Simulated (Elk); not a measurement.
## Collinear magnetic orders of Nickel with Elk

A self-consistent run ends on one state, which hangs on the start. Several orders of Nickel are started in Elk and their energies compared.

Calculated with Elk 11.2.3 (patched build); PBE; all-electron APW+lo, Dirac cores, scalar-relativistic bands.

## (1) Set-up

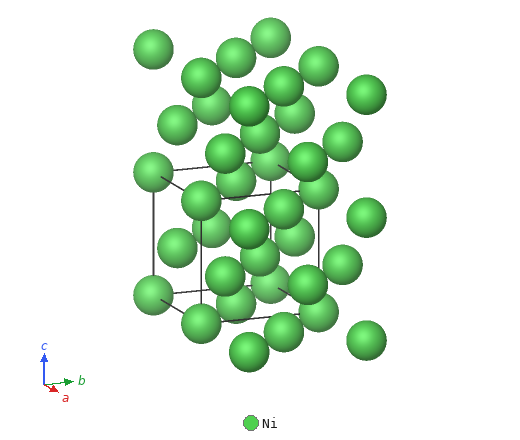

The starting structure, seen slightly off an axis (nickel green). 2×1×2 cells are drawn. This picture shows the conventional cell, with its axes. Some periodic images of atoms are drawn too.

## (2) Run 1 (ferro +)

Parallel moments need no larger cell; this start tests for a ferromagnetic state only.

The last three numbers of an atom's line are a seed field in its sphere. It points against the wanted moment and shrinks by the factor reducebf each loop.

Input file elk.in:

```
tasks
  0

xctype
  20

rgkmax
  7.0

nempty
  12

swidth
  0.003

reducebf
  0.5

epsengy
  1e-05

maxscl
  100

lmaxi
  2

spinpol
  .true.

sppath
  './'

avec
  0.00000000000 3.32957459939 3.32957459939
  3.32957459939 0.00000000000 3.32957459939
  3.32957459939 3.32957459939 0.00000000000

atoms
  1
  'Ni.in'
  1
  0.0000000000 0.0000000000 0.0000000000   0.000000 0.000000 -0.050000

ngridk
  12 12 12
```

Command:

```bash
> OMP_NUM_THREADS=2 elk
```

Numbers of over 12 decimals in the logs are rounded to 6 here.

What it wrote:

```text
Warning(gndstate): core states of species 1 leak from the muffin-tin :   0.4054691923E-03

--- INFO.OUT ---
┌─────────────────────────┐
│ Elk code version 11.2.3 │
└─────────────────────────┘

All units are atomic (Hartree, Bohr, etc.)

┌─────────────────────────────────────────────────┐
│ Ground-state run starting from atomic densities │
└─────────────────────────────────────────────────┘

Lattice vectors :
   0.000000000       3.329574599       3.329574599
   3.329574599       0.000000000       3.329574599
   3.329574599       3.329574599       0.000000000

Reciprocal lattice vectors :
 -0.9435417528      0.9435417528      0.9435417528
  0.9435417528     -0.9435417528      0.9435417528
  0.9435417528      0.9435417528     -0.9435417528

Unit cell volume      :    73.82377427
Brillouin zone volume :    3.360031587

Muffin-tin inner radius fraction :   0.1000000000E-01

Nuclei treated as point charges

Species : 1 (Ni)
 parameters loaded from : Ni.in
 name : nickel
 nuclear charge    :   -28.00000000
 electronic charge :    28.00000000
 atomic mass :    106991.5231
 muffin-tin radius :    2.329364778
 number of radial points in muffin-tin :    993
 inner part over the whole radius :   0.9875265472E-02
 number on inner part of muffin-tin    :    700
 approximate nuclear radius :   0.7325707712E-04
 number of mesh points to nuclear radius :    335
 atomic positions (lattice), magnetic fields (Cartesian) :
  1 :   0.00000000  0.00000000  0.00000000    0.00000000  0.00000000 -0.05000000

Total number of atoms per unit cell :    1
Total muffin-tin volume :    52.94209487
 ratio of muffin-tin to unit cell volume :   0.7171415360

Spin treatment :
 spin-polarised
 global magnetic field (Cartesian) :    0.000000000       0.000000000       0.000000000
 collinear magnetisation in z-direction

Number of Bravais lattice symmetries :   48
Number of crystal symmetries         :   48
Crystal has inversion symmetry
Real symmetric eigensolver will be used

k-point grid :     12    12    12
k-point offset :    0.000000000       0.000000000       0.000000000
k-point set is reduced with full crystal symmetry group
Total number of k-points :       72

Muffin-tin radius times maximum |G+k| :    7.000000000
 using average radius
Maximum |G+k| for APW functions       :    3.005111122
Maximum (1/2)|G+k|²                   :    4.515346427
Maximum |G| for potential and density :    12.00000000
Constant for pseudocharge density :    7
 order of it for each species :   14
 order of it for pair densities of each species (exact exchange by exxq0 0: 14) :   10
Radial integration step length :    1

G-vector grid sizes :     18    18    18
Number of G-vectors :     2109

Maximum angular momentum used for
 APW functions            :    8
 outer part of muffin-tin :    6
 inner part of muffin-tin :    2

Total nuclear charge    :   -28.00000000
Total core charge       :    12.00000000
Total valence charge    :    16.00000000
Total excess charge     :    0.000000000
Total electronic charge :    28.00000000

Effective Wigner radius, rₛ :   0.8570046955

Number of empty states         :     12
Total number of valence states :     42
Total number of core states    :     12

Third-order local-orbitals added for an l without core states : T
Total number of local-orbitals :     22

Exchange-correlation functional :     20     0     0
 Perdew-Burke-Ernzerhof, Phys. Rev. Lett. 77, 3865 (1996)
 gradient requirement :    1
 generalised gradient approximation (GGA)

Smearing type :    3
 Fermi-Dirac
Smearing width :   0.3000000000E-02
Effective electronic temperature (K) :    947.3250744

Mixing type :    3
 Broyden mixing, J. Phys. A: Math. Gen. 17, L317 (1984)

Kohn-Sham potential initialised from atomic data

┌──────────────────────────────┐
│ Self-consistent loop started │
└──────────────────────────────┘

┌─────────────────┐
│ Loop number : 1 │
└─────────────────┘

Energies :
 Fermi                       :     0.195090
 sum of occupied eigenvalues :     -876.89858148095
 electron kinetic            :      1544.1100226079
 core electron kinetic       :      1386.5698131065
 Coulomb                     :     -3001.5287631845
 Coulomb potential           :     -2336.8830315820
 nuclear-nuclear             :     -269.89422819822
 electron-nuclear            :     -3137.2180668416
 Hartree                     :      405.58353185528
 Madelung                    :     -1833.0872473935
 xc potential                :     -84.045860759167
 xc effective B-field        :    -0.37623374575811E-01
 external B-field            :      0.000000
 exchange                    :     -62.174713077275
 correlation                 :     -1.340046
 electron entropic           :    -0.10252832910689E-02
 total energy                :     -1520.9345246760
 (external B-field energy excluded from total)

Density of states at Fermi energy :    33.38517862
 (states/Hartree/unit cell)

Estimated indirect band gap :   0.1930714309E-02
 from k-point 60 to k-point 5
Estimated direct band gap   :   0.8176388713E-02
 at k-point 11

Charges :
 core                        :    12.00000000
 valence                     :    16.00000000
 interstitial                :   0.8258345422
 muffin-tins (core leakage)
  species : 1 (Ni)
   atom 1                    :    27.17416546     (  0.4075328390E-03)
 total in muffin-tins        :    27.17416546
 total calculated charge     :    27.99903855
 total charge                :    28.00000000
 error                       :   0.9614536078E-03

Moments :
 interstitial                :  -0.5140868365E-01
 muffin-tins
  species : 1 (Ni)
   atom 1                    :    1.217706857
 total in muffin-tins        :    1.217706857
 total moment                :    1.166298174

┌─────────────────┐
│ Loop number : 2 │
└─────────────────┘

Energies :
 Fermi                       :     0.195554
 sum of occupied eigenvalues :     -876.88334620683
 electron kinetic            :      1541.9601152804
 core electron kinetic       :      1385.4954546830
 Coulomb                     :     -3001.5707072118
 Coulomb potential           :     -2336.8580650395
 nuclear-nuclear             :     -269.89422819822
 electron-nuclear            :     -3137.3271615475
 Hartree                     :      405.65068253392
 Madelung                    :     -1833.1416746920
 xc potential                :     -81.930403452500
 xc effective B-field        :    -0.37436418774433E-01
 external B-field            :      0.000000
 exchange                    :     -62.178707562515
 correlation                 :     -1.340052
 electron entropic           :    -0.10253396630945E-02
 total energy                :     -1523.1303768259
 (external B-field energy excluded from total)

Density of states at Fermi energy :    33.32087845
 (states/Hartree/unit cell)

Estimated indirect band gap :   0.1916079615E-02
 from k-point 60 to k-point 5
Estimated direct band gap   :   0.8144467749E-02
 at k-point 11

Charges :
 core                        :    12.00000000
 valence                     :    16.00000000
 interstitial                :   0.8246765989
 muffin-tins (core leakage)
  species : 1 (Ni)
   atom 1                    :    27.17532340     (  0.4072770418E-03)
 total in muffin-tins        :    27.17532340
 total calculated charge     :    27.99903891
 total charge                :    28.00000000
 error                       :   0.9610892026E-03

Moments :
 interstitial                :  -0.5130765518E-01
 muffin-tins
  species : 1 (Ni)
   atom 1                    :    1.214635940
 total in muffin-tins        :    1.214635940
 total moment                :    1.163328285

RMS change in Kohn-Sham potential (target) :    5.335669979     (  0.1000000000E-05)
Absolute change in total energy (target)   :    2.195852150     (  0.1000000000E-04)

[... loops 3 to 15 left out ...]

┌──────────────────┐
│ Loop number : 16 │
└──────────────────┘

Energies :
 Fermi                       :     0.278824
 sum of occupied eigenvalues :     -873.58474048031
 electron kinetic            :      1545.0856108127
 core electron kinetic       :      1386.5843661284
 Coulomb                     :     -3002.3112011145
 Coulomb potential           :     -2336.0445650690
 nuclear-nuclear             :     -269.89422819822
 electron-nuclear            :     -3139.6838253873
 Hartree                     :      407.26685247105
 Madelung                    :     -1834.2889185800
 xc potential                :     -82.614141787539
 xc effective B-field        :    -0.11644479636821E-01
 external B-field            :      0.000000
 exchange                    :     -62.261915625574
 correlation                 :     -1.340404
 electron entropic           :    -0.13527775484511E-02
 total energy                :     -1520.8292622682
 (external B-field energy excluded from total)

Density of states at Fermi energy :    46.42754299
 (states/Hartree/unit cell)

Estimated indirect band gap :   0.4915540977E-03
 from k-point 41 to k-point 27
Estimated direct band gap   :   0.1081286354E-01
 at k-point 61

Charges :
 core                        :    12.00000000
 valence                     :    16.00000000
 interstitial                :   0.7805566876
 muffin-tins (core leakage)
  species : 1 (Ni)
   atom 1                    :    27.21944331     (  0.4054691711E-03)
 total in muffin-tins        :    27.21944331
 total calculated charge     :    27.99905732
 total charge                :    28.00000000
 error                       :   0.9426761792E-03

Moments :
 interstitial                :  -0.2562753668E-01
 muffin-tins
  species : 1 (Ni)
   atom 1                    :   0.6866683310
 total in muffin-tins        :   0.6866683310
 total moment                :   0.6610407943

RMS change in Kohn-Sham potential (target) :   0.4105474408E-06 (  0.1000000000E-05)
Absolute change in total energy (target)   :   0.2314277936E-05 (  0.1000000000E-04)

Convergence targets achieved

┌──────────────────┐
│ Loop number : 17 │
└──────────────────┘

Energies :
 Fermi                       :     0.278824
 sum of occupied eigenvalues :     -873.58473875702
 electron kinetic            :      1545.0856088231
 core electron kinetic       :      1386.5843670588
 Coulomb                     :     -3002.3111971219
 Coulomb potential           :     -2336.0445654785
 nuclear-nuclear             :     -269.89422819822
 electron-nuclear            :     -3139.6838171282
 Hartree                     :      407.26684820453
 Madelung                    :     -1834.2889143826
 xc potential                :     -82.614137776033
 xc effective B-field        :    -0.11644420165378E-01
 external B-field            :      0.000000
 exchange                    :     -62.261915302661
 correlation                 :     -1.340404
 electron entropic           :    -0.13527895796211E-02
 total energy                :     -1520.8292599574
 (external B-field energy excluded from total)

Density of states at Fermi energy :    46.42804507
 (states/Hartree/unit cell)

Estimated indirect band gap :   0.4913510208E-03
 from k-point 41 to k-point 27
Estimated direct band gap   :   0.1081237838E-01
 at k-point 61

Charges :
 core                        :    12.00000000
 valence                     :    16.00000000
 interstitial                :   0.7805567209
 muffin-tins (core leakage)
  species : 1 (Ni)
   atom 1                    :    27.21944328     (  0.4054691923E-03)
 total in muffin-tins        :    27.21944328
 total calculated charge     :    27.99905732
 total charge                :    28.00000000
 error                       :   0.9426759649E-03

Moments :
 interstitial                :  -0.2562798111E-01
 muffin-tins
  species : 1 (Ni)
   atom 1                    :   0.6866672013
 total in muffin-tins        :   0.6866672013
 total moment                :   0.6610392202

┌──────────────────────────────┐
│ Self-consistent loop stopped │
└──────────────────────────────┘

Warning : core states of species 1 leak from the muffin-tin :   0.4054691923E-03

Wrote STATE.OUT
```

Run time: 58 s. Hardware: 2 threads of Arm Neoverse N1, shared host; peak memory 0.07 GiB.

Spin moment in the muffin-tin sphere by atom:

```
atom  spin moment in the muffin-tin sphere (μB)
 Ni1                                      0.687
```

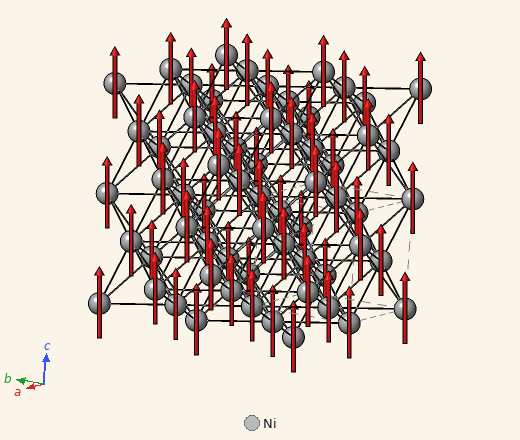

Spin moment in the muffin-tin sphere as arrows, the longest 0.687 μB. Up and down stand for the sign. Arrows give size and sign along the axis of quantisation, drawn up and down the page. 2×2×2 conventional cells are drawn. Some periodic images of atoms are drawn too.

Read from the output:

```
density of states at the Fermi level : 1.706 states/eV/cell
moment between the spheres           : -0.02563 μB
magnetization                        : 0.6610 μB
final state                          : ferromagnetic
```

After 17 cycles the largest moment stands at 0.687 μB.

(Continued in part 2 of 2.)

[Logs and program files are shortened in this print: banners, set-up blocks, solver, clock and traceback lines can be left out without a mark of their own.]

[Logs are printed without paths, hosts, clocks, repeated set-up lines and the standing remarks that a program may print on its own settings, such as how far it seeks lower states.]

[Hosts, paths, dates, database ids (printed as entryN), source tags and the programs' standing remarks are cut or masked in the printed files.]

[Where a cell is said to come from a database of computed structures, the database is the Materials Project.]
